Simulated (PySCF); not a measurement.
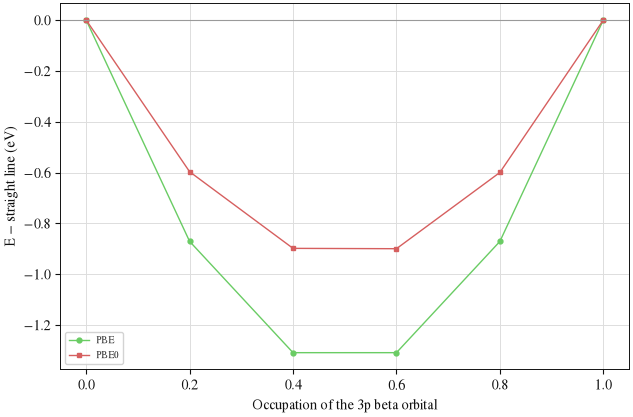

One 3p beta orbital of neutral argon ([Ar]) is emptied in steps. The plot gives the energy less the straight line between the integer ends. PySCF, def2-TZVPPD, non-relativistic, unrestricted single determinants, no spin-orbit coupling.

**What do the curves say about each method?**

PBE: convex (delocalisation error), largest departure −1.3 eV, removal energy 15.72 eV; PBE0: convex (delocalisation error), largest departure −0.90 eV, removal energy 15.73 eV. The measured removal energy is 15.76 eV. The exact energy is a straight line between whole electron numbers.
